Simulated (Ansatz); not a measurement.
**MgBrF (1T monolayer (Janus)): G0W0 under other settings**

Aim: change settings of a G0W0 run on MgBrF (1T monolayer (Janus)) and see what moves.

Program: Ansatz 0.2.0. Level of theory: G0W0 on LDA, plane waves, PAW. Results are calculated unless marked as measured.

## (1) Set-up

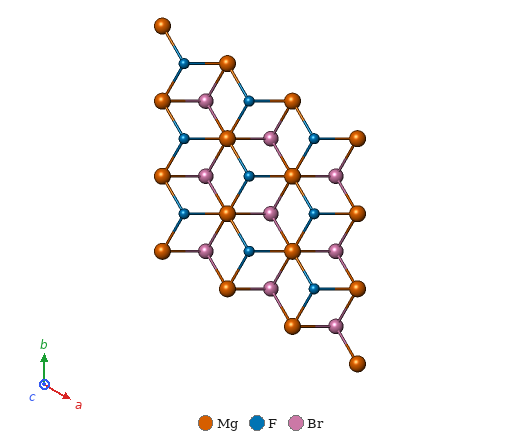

The starting structure, seen from above (magnesium orange, fluorine blue, bromine pink). 3×3×1 cells are drawn. Some periodic images of atoms are drawn too.

The cell holds 3 atoms: 1 Mg, 1 F and 1 Br. Its edges and angles: a = 3.414 Å, b = 3.414 Å, c = 28.000 Å, α = 90.0°, β = 90.0°, γ = 120.0°. Vacuum lies along c.

The structure was relaxed with LDA. The runs that relaxed it are not among those shown. The default PAW set here is soft_2. Its files were made with PBE. The Coulomb interaction is cut off across the vacuum.

## (2) The base run: 6×6×1 mesh, 174 empty bands, screening to 42 eV

G0W0 replaces the xc potential by the self-energy, built once from these orbitals. Only a window of levels is corrected, while the sums run over the empty bands that the input names.

input.yaml reads:

```yaml
crystal:
  lattice:
    - [3.4137877791, 0.0, 0.0]
    - [-1.7068938896, 2.9564269398, 0.0]
    - [0.0, 0.0, 28.0]
  atoms:
    - { symbol: Mg, position: [0.0, 0.0, 0.5146408325] }
    - { symbol: F, position: [0.3333333333, 0.6666666667, 0.5432973803] }
    - { symbol: Br, position: [0.6666666667, 0.3333333333, 0.4567026197] }
  periodic: [true, true, false]
kpoints:
  mp_grid: { grid: [6, 6, 1] }
hamiltonian:
  xc: lda
scf:
  occupations: { method: fixed }
gw:
  n_empty_bands: 174
  ecut_chi: 42.0
  qp_bands: [v2, c2]
  qp_kpoints: band_edges
  screening: { model: contour_deformation }
```

The run is started by

```console
$ ansatz run input.yaml --threads 4 --pin off --max-ram 13824MiB --backend cpu --events-out ev --progress --plain --runs-dir out
```

Numbers of over 12 decimals in the logs are rounded to 6 here.

The log of the run:

```text
Engine: ansatz 0.2.0, aarch64-unknown-linux-gnu
Pseudopotentials: kind: paw
Pseudopotential: Mg, paw, valence charge 10, recommended cutoff 420 eV (normal), Mg.paw.azcp
Pseudopotential: F, paw, valence charge 7, recommended cutoff 420 eV (normal), F.paw.azcp
Pseudopotential: Br, paw, valence charge 7, recommended cutoff 420 eV (normal), Br.paw.azcp
Functional definition: SPW92
  exchange = slater_x
  correlation = pw_c
Crystal: 3 atoms, lattice volume = 282.593 Å³
Basis set: ecut = 420 eV, 5517 PW (Γ)
Bands: 16, of which v1, the nominal top of the filled ones, is band 12 counted from 1 (11 counted from 0)
Symmetry: 6 space group operations
Space group: P3m1 (ITA 156), of the structure as read, at distance tolerance 6.6e-5 Å
k-points: 7 of 36 (time reversal used)
Non-local potential: Mg, projectors of the file, l = 0: 3, l = 1: 2, l = 2: 1
Non-local potential: F, projectors of the file, l = 0: 2, l = 1: 2, l = 2: 1
Non-local potential: Br, projectors of the file, l = 0: 2, l = 1: 2, l = 2: 2
PAW form: soft (Blöchl's): semilocal exchange-correlation on the pseudo side does not see the compensation charge
PAW frozen core: Mg, regenerated for the run's functional, and the local potential with it (the file was generated under x = pbe(κ = 0.804, μ = 0.219515), c = pbe(β = 0.066725))
PAW frozen core: F, regenerated for the run's functional, and the local potential with it (the file was generated under x = pbe(κ = 0.804, μ = 0.219515), c = pbe(β = 0.066725))
PAW frozen core: Br, regenerated for the run's functional, and the local potential with it (the file was generated under x = pbe(κ = 0.804, μ = 0.219515), c = pbe(β = 0.066725))
PAW one-centre angular grid: Mg, 110 points (default); XC on 64 Gauss nodes
PAW one-centre angular grid: F, 110 points (default); XC on 64 Gauss nodes
PAW one-centre angular grid: Br, 110 points (default); XC on 64 Gauss nodes
Initial density: superposition of atomic densities (neutral atoms: chi_scale 0, normalization atom), corrected by the library's trained network
Initial wavefunctions: pseudopotential atomic-orbital guess
Functional: x = slater, c = lda
SCF iter   1: F=—  HF=-5393.282384 eV  |F-HF|=—  |Δ(HF+E_count)|=         —  Δρ=4.78e-3  dr2=5.69e-2  ethr=1.77e-3  ⟨swp⟩=7.1  Hψ=696  notcnv=0  defer=14
preconditioner: auto → none  [insulator: Δε(μ)=2.258 eV  Ē_g=11.519 eV  n_scr=16 (ndim 8)  ℏωp=8.3 eV  f_vac=0.790  ε∞_Penn≈1.5]
SCF iter   2: F=—  HF=-5393.266601 eV  |F-HF|=—  |Δ(HF+E_count)|=   1.58e-2  Δρ=2.39e-3  dr2=1.48e-2  ethr=2.37e-4  ⟨swp⟩=4.0  Hψ=300  notcnv=0  defer=14
SCF iter   3: F=—  HF=-5393.263009 eV  |F-HF|=—  |Δ(HF+E_count)|=   3.59e-3  Δρ=6.48e-4  dr2=1.68e-3  ethr=6.18e-5  ⟨swp⟩=4.1  Hψ=217  notcnv=0  defer=14
[...]
E_local      = -32307.595711  (includes V_loc(G=0)·N_el)
  E_nonlocal   = 243.958838
  E_hartree    = 15669.778825
  E_xc         = -369.810452
  E_vxc        = -245.515204  (∫ρ·V_xc dr)
  E_paw        = -2619.676920  (= ΣΔE_a)
  E_vpaw       = -108.259801  (= ΣTr[D̂ρ^β])
  E_aug_tail   = 0.002044  (compensation charges beyond the density's cutoff)
  E_ewald      = 13570.946594
  E_core_change = 0.470242  (= ΣΔE_core)
  E_smearing   = -0.000000  (= −TS)
  E_closure    = -0.000000  (closes the sum)
  Σ components = -5393.262800   (vs F -5393.262800, Δ=0.00e0)
--- Band table (eV; the first three rows and the last of 7) ---
  k-point 0: bands = [... 8 lower, -10.9397, -8.6637, -5.7323, -5.7323, -3.2174, -0.7758, -0.1300, 0.4077]
  k-point 1: bands = [... 8 lower, -10.9925, -8.4123, -7.1386, -6.0262, -2.5925, -0.2884, 0.3600, 0.8802]
  k-point 2: bands = [... 8 lower, -11.0068, -9.0086, -7.9740, -6.5309, -1.1729, 0.7185 (0.7181°), 1.0915, 1.4847]
  k-point 6: bands = [... 8 lower, -10.9360, -9.1460, -8.6031, -7.6205, 0.6557, 1.5370, 1.8099, 2.2826]
  ° read free of the cell's end (the report's vacuum.weakly_bound_levels)
--- G₀W₀: contour deformation, 6 samples at zero and on the imaginary axis and 2 off it, 36 q-points, 174 empty bands' worth ---
  eigenvalues of the whole cell's RPA ε∞ on this k-mesh (on a slab, of 1 + 4πα/V) = 1.1145, 1.4076, 1.4076; static W/v taken at q = 0 is 0.804131
  gw.qp_kpoints: band_edges: 5 of 7 stored k-points solved, in 1 pass; an edge of the gap read off the rows below is read off those points alone
    valence top: of the k-points left out ik 4 came nearest to being solved in a further pass, in band 12 (counted from 1, as in the quasiparticle table): it holds the edge there only if its correction is more favourable than any solved in that band by at least 1.054 eV; those differ by 0.263 eV
    conduction bottom: of the k-points left out ik 4 came nearest to being solved in a further pass, in band 14 (counted from 1, as in the quasiparticle table): it holds the edge there only if its correction is more favourable than any solved in that band by at least 2.494 eV; those differ by 1.587 eV
    ik  band        ε_KS         Σx   Σc(E_QP)       V_xc       Z   E_QP_lin       E_QP  E_QP is
     0    11     -5.7323   -20.6420     2.0075   -17.4497  0.8312    -6.9327    -6.9171  root
     0    12     -5.7323   -20.6420     2.0075   -17.4497  0.8312    -6.9327    -6.9171  root
     0    13     -3.2174    -5.2328    -2.3273    -9.2781  0.8832    -1.4698    -1.4995  root
     0    14     -0.7758    -0.9569    -0.6742    -1.9783  0.9568    -0.4282    -0.4287  root
     1    11     -7.1386   -19.7515     2.1910   -16.2062  0.8197    -8.5215    -8.4930  root
     1    12     -6.0262   -20.4592     2.0551   -17.1725  0.8289    -7.2755    -7.2578  root
     1    13     -2.5925    -5.4865    -2.3073    -9.5451  0.8811    -0.8066    -0.8411  root
     1    14     -0.2884    -0.9638    -0.6874    -2.0143  0.9552     0.0747     0.0746  root
[...]
5    11     -7.7476   -20.2565     2.3197   -16.3874  0.8213    -9.3324    -9.2970  root
     5    12     -7.5464   -19.8324     2.3692   -16.0153  0.8154    -9.0297    -8.9943  root
     5    13     -0.1599    -6.5766    -2.7563   -11.4082  0.8632     1.9829     1.9153  root
     5    14      0.9675    -5.4032    -2.7207   -10.0021  0.8632     2.8923     2.8456  root
[key lines of the parts left out:]
SCF converged after 8 iterations
Free energy (F): -5393.262800 eV
Fermi energy:    -5.732302 eV
```

Wall time 33 s (4 threads of Arm Neoverse V1, shared host); peak memory 1.4 GiB.

Numbers from this step:

| Item | Value |
| --- | --- |
| bands summed | 186 |
| plane waves in the screening matrix | 167 |
| q-points in the mesh | 36 |
| G0W0 gap on the mesh | 5.418 eV |
| k of the valence top | 0, 0, 0 |
| k of the conduction bottom | 0, 0, 0 |
| starting gap on the mesh | 2.515 eV |
| Z at the valence top | 0.8312 |
| Z at the conduction bottom | 0.8832 |
| least direct G0W0 gap on the computed points | 5.418 eV |

The gap on the mesh goes from 2.51 eV to 5.42 eV, a correction of +2.90 eV. Between the two edge states, bare exchange in place of the xc potential would open the gap by 7.24 eV, and correlation takes back 4.33 eV.

## (3) Variant: frequency model

Edit input.yaml of step 2 so:

```diff
@@ -21,2 +21,2 @@
   qp_kpoints: band_edges
-  screening: { model: contour_deformation }
+  screening: { model: godby_needs }
```

The log of the run:

```text
[...]
Crystal: 3 atoms, lattice volume = 282.593 Å³
Basis set: ecut = 420 eV, 5517 PW (Γ)
Bands: 16, of which v1, the nominal top of the filled ones, is band 12 counted from 1 (11 counted from 0)
[... 1 set-up line as in the run before ...]
[...]
k-points: 7 of 36 (time reversal used)
[...]
SCF iter   1: F=—  HF=-5393.282384 eV  |F-HF|=—  |Δ(HF+E_count)|=         —  Δρ=4.78e-3  dr2=5.69e-2  ethr=1.77e-3  ⟨swp⟩=7.1  Hψ=696  notcnv=0  defer=14
[...]
SCF iter   8: F=-5393.262800 eV  HF=-5393.262800 eV  |F-HF|=3.43e-9  |Δ(HF+E_count)|=   2.67e-7  Δρ=8.35e-7  dr2=1.95e-9  ethr=1.57e-10  ⟨swp⟩=6.4  Hψ=492  notcnv=0
SCF 1 converged in 8 iterations: F = -5393.262800 eV  dr2 = 1.95e-9
[...]
NSCF: frozen V_eff on 7 k-points
G₀W₀ screening: q 1/7
[... further progress lines ...]
SCF converged after 8 iterations
[...]
Free energy (F): -5393.262800 eV
[...]
Internal energy: -5393.262800 eV  (E = F + TS)
E sigma→0 (E₀):  -5393.262800 eV
Fermi energy:    -5.732302 eV
[...]
--- Band table (eV; the first three rows and the last of 7) ---
  k-point 0: bands = [... 8 lower, -10.9397, -8.6637, -5.7323, -5.7323, -3.2174, -0.7758, -0.1300, 0.4077]
  k-point 1: bands = [... 8 lower, -10.9925, -8.4123, -7.1386, -6.0262, -2.5925, -0.2884, 0.3600, 0.8802]
  k-point 2: bands = [... 8 lower, -11.0068, -9.0086, -7.9740, -6.5309, -1.1729, 0.7185 (0.7181°), 1.0915, 1.4847]
  k-point 6: bands = [... 8 lower, -10.9360, -9.1460, -8.6031, -7.6205, 0.6557, 1.5370, 1.8099, 2.2826]
  ° read free of the cell's end (the report's vacuum.weakly_bound_levels)
--- G₀W₀: ω_p = 30.1220 eV, 36 q-points, 174 empty bands' worth ---
[...]
GN-PPA: 73936/1106461 pairs with Re ω̃² < 0 across q-mesh
[...]
0    11     -5.7323   -20.6420     1.9827   -17.4497  0.8467    -6.9496    -6.9420  root
     0    12     -5.7323   -20.6420     1.9827   -17.4497  0.8467    -6.9496    -6.9420  root
     0    13     -3.2174    -5.2328    -2.3089    -9.2781  0.8948    -1.4673    -1.4810  root
     0    14     -0.7758    -0.9569    -0.6763    -1.9783  0.9636    -0.4305    -0.4307  root
     1    11     -7.1386   -19.7515     2.1258   -16.2062  0.8410    -8.5697    -8.5582  root
     1    12     -6.0262   -20.4592     2.0238   -17.1725  0.8454    -7.2976    -7.2891  root
     1    13     -2.5925    -5.4865    -2.2796    -9.5451  0.8936    -0.7984    -0.8134  root
     1    14     -0.2884    -0.9638    -0.6887    -2.0143  0.9629     0.0737     0.0734  root
[...]
5    11     -7.7476   -20.2565     2.2520   -16.3874  0.8416    -9.3800    -9.3647  root
     5    12     -7.5464   -19.8324     2.2910   -16.0153  0.8382    -9.0870    -9.0725  root
     5    13     -0.1599    -6.5766    -2.6860   -11.4082  0.8792     2.0102     1.9856  root
     5    14      0.9675    -5.4032    -2.6701   -10.0021  0.8797     2.9162     2.8962  root
```

It took 35 s on 4 threads; peak memory 1.4 GiB.

The G0W0 gap on the mesh is 5.461 eV.

Against the base:

```tsv
setting	base	variant
frequency model	contour deformation	plasmon pole
```

```tsv
quantity	variant	base
starting gap on the mesh	2.515	2.515
G0W0 gap on the mesh	5.461	5.418
least direct G0W0 gap on the computed points	5.461	5.418
Z at the valence top	0.847	0.831
Z at the conduction bottom	0.895	0.883
```

## (4) Results

```json
{"base": "5.42 eV, 33 s", "frequency model": "5.46 eV, 35 s"}
```

**Reading.** Frequency model: the gap moves by +0.04 eV. All runs here use a coarse mesh and modest cutoffs; they test settings and are not final values. The mesh in the plane is coarse for a sheet; gap and any exciton binding can still move on denser ones. The many-body steps are scalar-relativistic: spin-orbit coupling is not in them.

[Paths, hosts, dates, memory and timing lines, banners, echoed tables and standing remarks are left out of the program output.]

[Logs are printed without paths, hosts, clocks, repeated set-up lines and the standing remarks that a program may print on its own settings, such as how far it seeks lower states.]

[Runs of the session that timed out or met a known fault of the program may be left out.]

[Cells called generated may have been cut or substituted from an entry of the Crystallography Open Database or the Materials Project.]

[Hosts, paths, dates, database ids (printed as entryN), source tags and the programs' standing remarks are cut or masked in the printed files.]
